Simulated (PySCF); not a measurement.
C8H21NSi (SMILES [H][Si](C)(C)N(C(C)C)C(C)C)

```csv
atom,x (Å),y (Å),z (Å)
Si,0.7566,1.3599,0.5513
H,0.7076,1.4181,2.0460
C,2.5560,1.3157,-0.0010
H,3.0747,0.4566,0.4517
H,3.0907,2.2339,0.2899
H,2.6323,1.2173,-1.0958
C,-0.0617,2.9036,-0.1475
H,-1.1076,2.9747,0.1884
H,-0.0596,2.8961,-1.2489
H,0.4681,3.8127,0.1795
N,-0.0960,-0.0801,0.0573
C,-0.2070,-0.3441,-1.3718
C,0.5480,-1.6007,-1.8048
C,-1.6565,-0.3581,-1.8551
C,-0.6525,-1.0667,0.9762
C,0.4210,-1.7297,1.8374
C,-1.7817,-0.4902,1.8281
H,0.2835,0.5055,-1.8826
H,0.1162,-2.5063,-1.3499
H,0.5082,-1.7305,-2.8974
H,1.6035,-1.5402,-1.5003
H,-2.2216,-1.1889,-1.4032
H,-2.1608,0.5810,-1.5831
H,-1.7103,-0.4797,-2.9482
H,-1.0990,-1.8621,0.3554
H,0.9038,-0.9922,2.4982
H,1.2009,-2.1801,1.2059
H,-0.0067,-2.5191,2.4758
H,-2.2395,-1.2653,2.4629
H,-1.4072,0.3058,2.4907
H,-2.5648,-0.0574,1.1883
```

Geometry: PBE0-D3(BJ)/def2-SVP.

The calculation used PySCF 2.14.0, B3LYP/def2-SVPD, SCF density, gas phase.

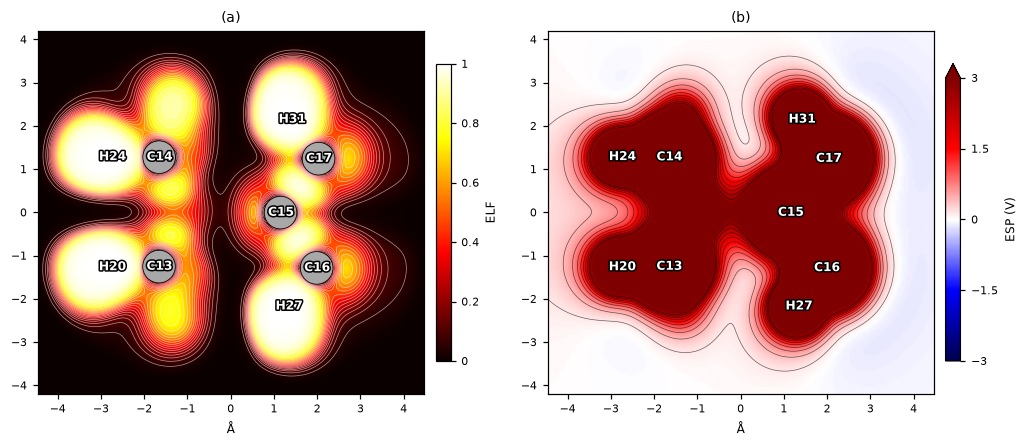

Figure 1. (a) electron localisation function; (b) molecular electrostatic potential on the plane of atoms C15, C16 and H27. Grey discs cover the atomic cores in the ELF map.

Interpret the plot.

Answer. Atoms in the plane: C and H. C–C (1.53 Å): the ELF peaks at about 0.95 between the atoms: localised, covalent bonding. C–H (1.10 Å): the ELF climbs to about 1 towards the hydrogen, as it does in any bond to H; an ordinary covalent bond to hydrogen. The potential has no marked negative region in this plane.

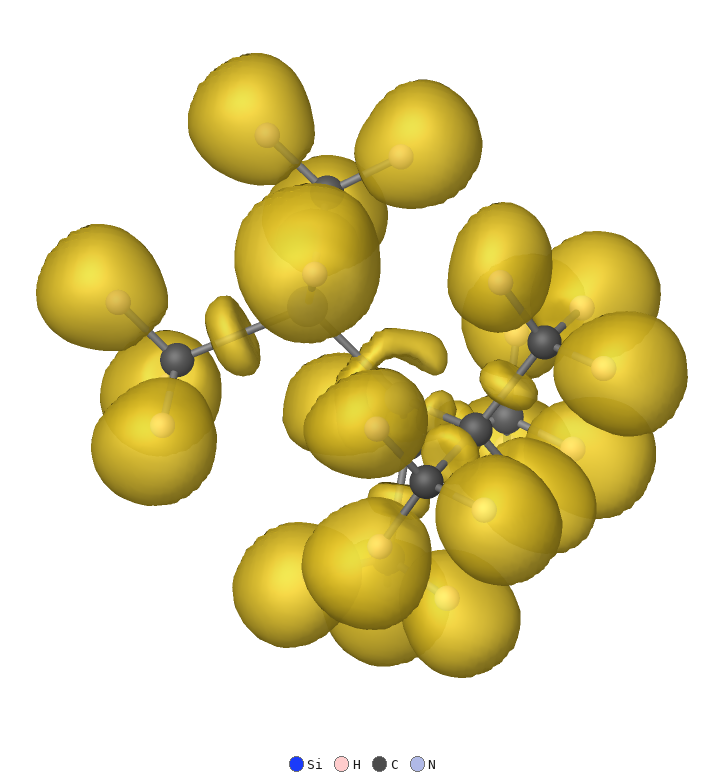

Figure 2. Isosurface of the electron localisation function at 0.85 (yellow), seen at an oblique angle. Only the valence region is drawn (cores and ρ < 0.01 e/Å³ removed).

Where are the electrons localised?

Answer. At this value the surface marks out four regions between bonded C–C atoms (shared pairs), two regions between bonded C–N atoms (shared pairs), two regions between bonded C–Si atoms (shared pairs), one region between bonded N–Si atoms (shared pairs) and 21 regions around hydrogen nuclei. Along the contacts the grid gives the following. C–N (1.46 Å): the ELF peaks at about 0.90 between the atoms; a shared electron pair.

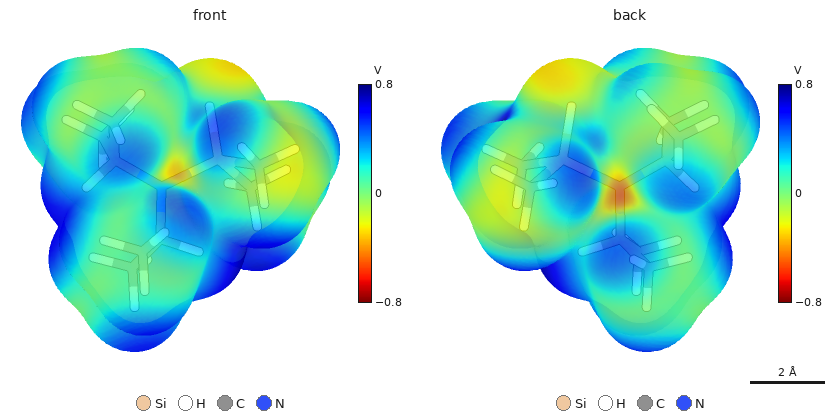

Figure 3. The electrostatic potential painted on the density surface at 0.002 e/bohr³, seen from the front and from behind; the colour scale runs from red (negative) to blue (positive).

Which sites attract a positive test charge, and which a negative one?

Answer. A positive charge is drawn to the negative regions and a negative charge to the positive ones. The most negative region (about −0.3 V) lies over the C, H and N atoms, the most positive (about +0.7 V, or +16 kcal/mol for a unit charge) over Si1, H6, H9 and H18.
